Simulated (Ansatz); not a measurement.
Hypothetical zinc blende HgO, thickness series

Take HgO in the zinc blende structure (space group F-43m, No. 216; a hypothetical phase, not in the database extracts checked) as the base.

```yaml
crystal:
  lattice:
    - [0.00000, 2.64627, 2.64627]
    - [2.64627, 0.00000, 2.64627]
    - [2.64627, 2.64627, 0.00000]
  atoms:
    - { symbol: O, position: [0.75000, 0.75000, 0.75000] }
    - { symbol: Hg, position: [0.00000, 0.00000, 0.00000] }
```

Cartesian axes are those of the cell as printed.

Free-standing slabs (2 atom(s) a layer) normal to [110] with 15 Å of vacuum; in-plane cell held at bulk.

Level of theory: PBE in Ansatz (plane waves to 420 eV, PAW, no spin-orbit coupling), earlier PAW set.

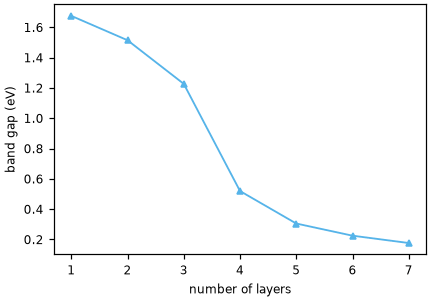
Figure. Band gap against number of layers

**Question.** From the plot, what is the band gap for 3 layers?

**Answer.** About 1.2 eV.

**Question.** Is the trend monotonic over the range shown?

**Answer.** Yes, it falls throughout, spanning 0.18 eV to 1.68 eV.

Spin-orbit coupling, missing from the scalar runs, can matter with Hg. Stability against distortions was not tested. The final runs are not spin-polarised. The zero or small gap of HgO can change with the level of theory.

Ansatz is a quantum-chemistry and plane-wave program.
